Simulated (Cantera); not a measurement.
Input: 1 mol BN, 1 mol Cl2, 3 mol H2, held at 13300 Pa.

Cantera equilibrium calculation (NASA polynomials, part measured and part estimated; ideal gas, pure solids and liquids). Candidate condensed phases: B, BN, NH4Cl; 21 gas species. The tables' values for BCl2, BCl are old estimates; treat these amounts as uncertain. Gases not in the tables: BHCl2. The numbers say what is thermodynamically allowed, not how fast it happens.

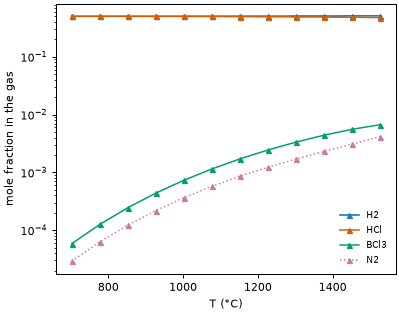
Fig. 1. Equilibrium gas composition (values under 1e-9 drawn at 1e-9)

Read off the mole fractions at 1302 °C.

H2 about 0.51, HCl about 0.49, BCl3 about 0.0033, N2 about 0.0017.
